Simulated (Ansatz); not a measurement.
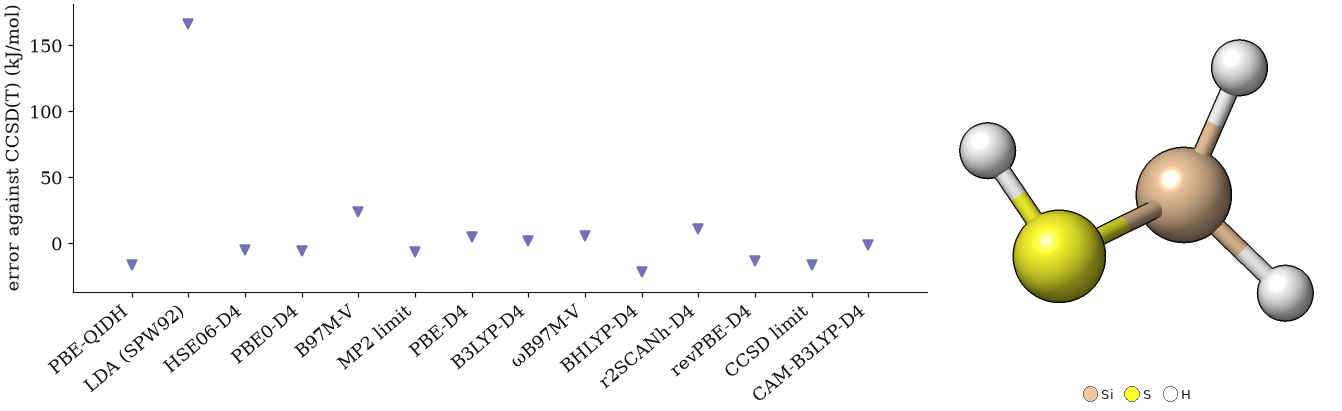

Error in the electronic atomisation energy (method less reference, so positive means overbinding) of SiH₃S, SMILES [SiH2]S, doublet: functionals in def2-TZVPP against frozen-core CCSD(T) at the limit (MP2 extrapolated from triple and quadruple zeta, plus CCSD(T) less MP2 in a smaller set), which gives 1306.9 kJ/mol, at a PBE0-D4/def2-TZVP geometry (a minimum by its frequencies), no zero-point or spin-orbit term, the Ansatz code. The reference leaves out core correlation, a term that grows with the number of heavy atoms. PBE-QIDH holds a correlation term that converges slowly with the basis, so part of the distance to the limit is basis error. No dispersion term is added to PBE-QIDH. Limit means the basis limit.

Q: Which of these levels overbind, and which underbind?

A: Overbind: LDA (SPW92), B97M-V and r2SCANh-D4. Underbind: PBE-QIDH, BHLYP-D4, revPBE-D4 and CCSD limit. Within 10 kJ/mol of zero, too close to call in view of what the reference leaves out: HSE06-D4, PBE0-D4, MP2 limit, PBE-D4, B3LYP-D4, ωB97M-V and CAM-B3LYP-D4.

Q: What range do the values span?

A: From −21.6 kJ/mol (BHLYP-D4) to 166.5 kJ/mol (LDA (SPW92)).
